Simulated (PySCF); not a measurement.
# C$_{5}$H$_{9}$FOSi: what the fields show

Input

```
{"job": {"kind": "nmr", "xc": "PBE0", "basis": "pcSseg-1", "solvent": "chloroform", "pop": false}, "charge": 0, "multiplicity": 1}
C     -2.940387    -0.256470    -0.018702
C     -1.905920    -0.101029    -0.823923
C     -0.504404    -0.335416    -0.413590
C     -0.020987    -1.753720    -0.477194
C      0.267006     0.672545    -0.021352
O      1.558355     0.497440     0.356090
Si     2.717638     1.476357     0.891617
F      3.908722     0.428941     1.086474
H     -3.952745    -0.102480    -0.351843
H     -2.813186    -0.541203     1.012718
H     -2.053770     0.182592    -1.859334
H     -0.632215    -2.383951     0.167577
H      1.016080    -1.812618    -0.160343
H     -0.107884    -2.134228    -1.494474
H     -0.104314     1.689090     0.018598
H      3.148851     2.436448    -0.110989
H      2.419159     2.037702     2.198671
```

Run with:

```sh
OMP_NUM_THREADS=1 python ens_run.py task.json out
```

Geometry: GFN2-xTB.

Computed with PBE0/pcSseg-1, SCF density, in a chloroform solvent model, non-relativistic (PySCF).

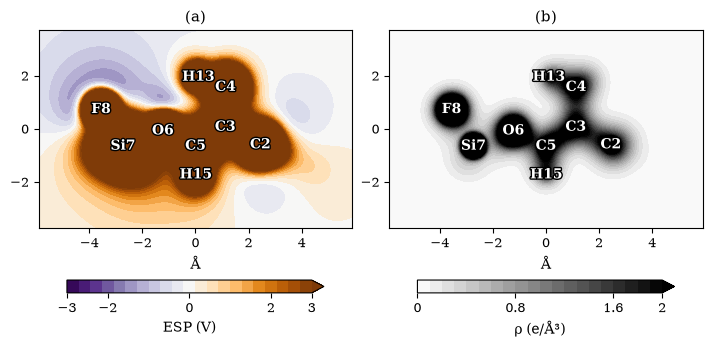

Figure 1. (a) molecular electrostatic potential; (b) total electron density on the plane of atoms O6, Si7 and F8.

### What does the map show?

The plane passes through C, O, Si, F and H nuclei. C–C (1.33 Å): the density is about 2.3 e/Å³ at the midpoint. C–O (1.36 Å): ρ is about 2.3 e/Å³ halfway, with its minimum of 1.9 e/Å³ about 0.5 Å from C. Si–F (1.60 Å): ρ is about 1.1 e/Å³ halfway. Si–O (1.61 Å): ρ at the midpoint is about 1.2 e/Å³. C–H (1.09 Å): the density is about 2 e/Å³ at the midpoint. Outside the dense part of the molecule the potential is most negative (−1.5 V) near F8.

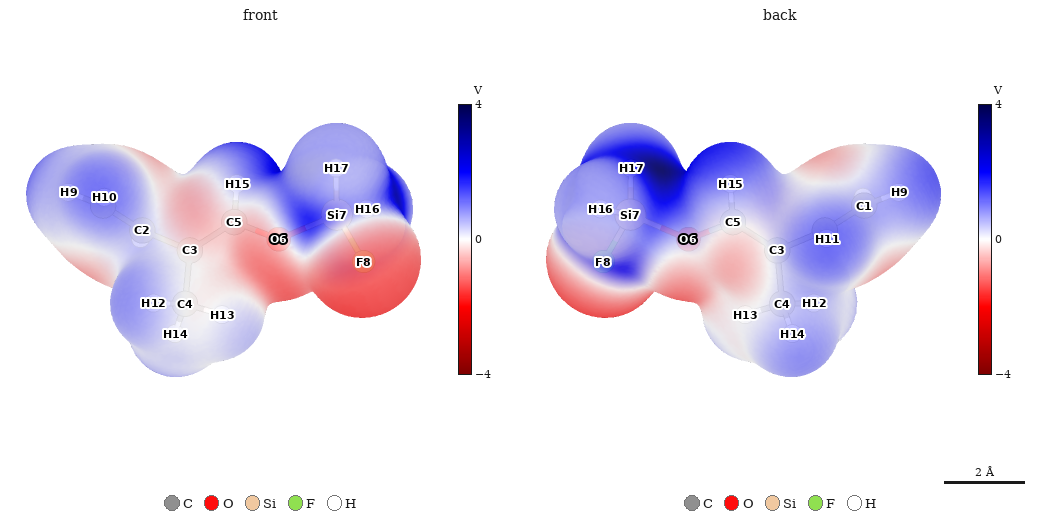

Figure 2. The molecular electrostatic potential painted on the density surface at 0.004 e/bohr³, seen from the front and from behind; red is negative and blue positive.

### Which sites attract a positive test charge, and which a negative one?

A positive charge is drawn to the negative regions and a negative charge to the positive ones. The most negative region (about −1.4 V) lies over F8, the most positive (about +3.2 V) over Si7.
